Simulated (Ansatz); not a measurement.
# BLYP/6-31G(d) (spherical functions) run of C6H4F2 (1,4-difluorobenzene)

What is the vertical ionisation energy of C6H4F2 (1,4-difluorobenzene) at BLYP/6-31G* (spherical functions)? 

Program for the calculation: Ansatz 0.2.0.

37 further runs of the same task are left out: 37 set aside as unsound or not needed. Runs told in other sessions of the task aren't counted.

## Step 1: The structure to begin with

C6H4F2 has 12 atoms, charge 0, and is taken as a singlet. As SMILES, `Fc1ccc(F)cc1`. The coordinates come from a PBE0-D4/def2-TZVP relaxation.

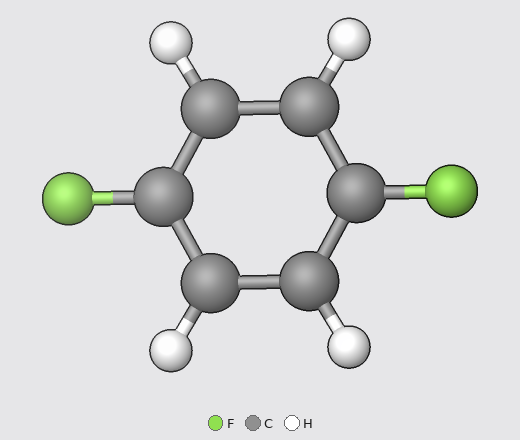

Viewed from a chosen angle; fluorine green, carbon grey, hydrogen white.

## Step 2: The energy at BLYP/6-31G(d) (spherical functions)

run.yaml reads:

```yaml
crystal:
  periodic: [false, false, false]
  atoms:
    - symbol: F
      position_ang: [0.818160, -1.507030, 2.087620]
    - symbol: C
      position_ang: [0.412470, -0.759890, 1.052710]
    - symbol: C
      position_ang: [0.723110, 0.585830, 1.036590]
    - symbol: C
      position_ang: [0.303270, 1.359200, -0.034740]
    - symbol: C
      position_ang: [-0.412610, 0.759910, -1.052630]
    - symbol: F
      position_ang: [-0.818110, 1.507050, -2.087630]
    - symbol: C
      position_ang: [-0.723140, -0.585820, -1.036580]
    - symbol: C
      position_ang: [-0.303280, -1.359200, 0.034760]
    - symbol: H
      position_ang: [1.286400, 1.016540, 1.854700]
    - symbol: H
      position_ang: [0.525830, 2.417480, -0.085970]
    - symbol: H
      position_ang: [-1.286320, -1.016580, -1.854740]
    - symbol: H
      position_ang: [-0.525770, -2.417490, 0.085910]
basis:
  gaussian:
    orbitals: 6-31G_st_-spherical.json
hamiltonian:
  xc: {name: BLYP}
accuracy: high
output: {orbitals: {seedname: orbitals}}
```

The basis set 6-31G* is read from a file made from the Basis Set Exchange's data (not shown).

Started as:

```bash
ansatz run run.yaml --threads 1 --pin off --max-ram 3480MiB --events-out events.jsonl --progress --plain --runs-dir runs
```

Output:

```text
Warning: RAYON_NUM_THREADS=1 ignored (pool sized by the plan → 1); use --threads N
Functional definition: BLYP
  name "BLYP"
  parameter beta = 0.0042
  parameter a = 0.04918
  parameter b = 0.132
  parameter c = 0.2533
  parameter d = 0.349
  exchange = b88_x(beta = beta)
  correlation = lyp_c(a = a, b = b, c = c, d = d)
2917 factors; integrals over basis functions are off by at most 7.9e-9 eV
mean field evaluation 1: about -11708.1775 eV, gradient 5.9e1 eV
mean field evaluation 2: about -11701.8764 eV, gradient 7.7e1 eV
mean field evaluation 4: about -11716.8466 eV, gradient 4.5e0 eV
mean field evaluation 8: about -11716.8550 eV, gradient 5.4e-2 eV
mean field evaluation 16: about -11716.8550 eV, gradient 1.3e-5 eV
mean field -11716.85496782 eV, -430.5864780977 hartree, gradient 2.0e-8 eV, S^2 0.000000; 0 other end points of the search recorded, 0 dependent functions left out
reference -11716.85501355 eV, -430.5864797784 hartree; 29, 29 occupied and 91, 91 virtual orbitals, 2917 factors
Total energy: -11716.85501355 eV, -430.5864797784 hartree
```

Wall time 12 s (1 thread of Arm Neoverse V2, shared host); peak memory 0.41 GiB.

## Step 3: The doublet cation at the same level

run.yaml, as its differences from that of step 2:

```diff
@@ -30,2 +30,6 @@
     orbitals: 6-31G_st_-spherical.json
+total_charge: 1
+magnetization:
+  spin_polarized: true
+  initial_magnetization: 1
 hamiltonian:
```

The basis set 6-31G* is read from a file made from the Basis Set Exchange's data (not shown).

Started as:

```bash
ansatz run run.yaml --threads 1 --pin off --max-ram 3480MiB --events-out events.jsonl --progress --plain --runs-dir runs
```

Output, shortened:

```text
Warning: RAYON_NUM_THREADS=1 ignored (pool sized by the plan → 1); use --threads N
[... 9 set-up lines as earlier in the session ...]
2915 factors; integrals over basis functions are off by at most 7.9e-9 eV
mean field evaluation 1: about -11698.0157 eV, gradient 4.7e1 eV
mean field evaluation 2: about -11690.4212 eV, gradient 5.8e1 eV
mean field evaluation 4: about -11708.2813 eV, gradient 5.8e0 eV
mean field evaluation 8: about -11708.3882 eV, gradient 1.6e-1 eV
mean field evaluation 16: about -11708.3883 eV, gradient 2.4e-4 eV
mean field evaluation 32: about -11708.3621 eV, gradient 1.7e0 eV
mean field -11708.38832879 eV, -430.2753348523 hartree, gradient 1.9e-8 eV, S^2 0.752393; 3 other end points of the search recorded, 0 dependent functions left out
reference -11708.38837202 eV, -430.2753364411 hartree; 29, 28 occupied and 91, 92 virtual orbitals, 2915 factors
Total energy: -11708.38837202 eV, -430.2753364411 hartree
```

Run time: 22 s. Hardware: 1 thread of Arm Neoverse V2, shared host; peak memory 0.49 GiB.

## Step 4: Results

Level: BLYP/6-31G* (spherical functions).

```
                                          quantity          value
                      singlet C6H4F2: total energy  -430.58648 Eh
                       singlet C6H4F2: HOMO energy       -5.39 eV
                       singlet C6H4F2: LUMO energy       -0.98 eV
                     singlet C6H4F2: HOMO–LUMO gap        4.41 eV
                      doublet cation: total energy  -430.27534 Eh
doublet cation: HOMO energy (highest over α and β)      -12.19 eV
 doublet cation: LUMO energy (lowest over α and β)      -11.55 eV
                              doublet cation: ⟨S²⟩          0.752
vertical ionisation energy (to the doublet cation)       8.467 eV
```

In words: The vertical ionisation energy comes to 8.47 eV (195 kcal/mol). −ε(HOMO) before ionisation, 5.39 eV, is 3.08 eV below this ionisation energy.
